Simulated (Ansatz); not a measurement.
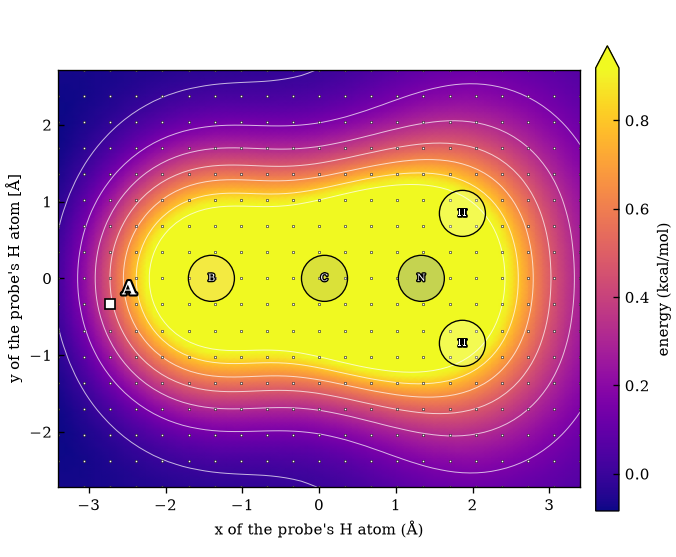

CH₂BN (SMILES B#CN) with the probe H2. The probe is moved over a plane parallel to the molecule's main plane, 2.50 Å above it. Coordinates scanned: (1) x of the probe's H atom; (2) y of the probe's H atom. Nothing is relaxed (molecule and probe rigid, the probe upright with H nearest the plane). The scan uses a 21 × 17 grid; 189 points were computed and 168 follow by symmetry. Points are written as (first, second). Energies are in kcal/mol, from molecule and probe far apart, each relaxed in its own basis (no counterpoise correction). The calculation used Ansatz 0.2.0, RHF/def2-TZVPD.

The picture shows a smooth colour map with a few white contour lines, dots at the grid points, labelled circles for the molecule's atoms, projected on the plane, one colour for all values above the top of the scale, the point A. Between grid points the surface is interpolated.

**Is A at rest? If not, where is it pushed?**

A, at (−2.72 Å, −0.34 Å), is not a stationary point. The computed force is 0.037 eV/Å in the plane, pointing left in the picture (components −0.036 and −0.008 eV/Å).
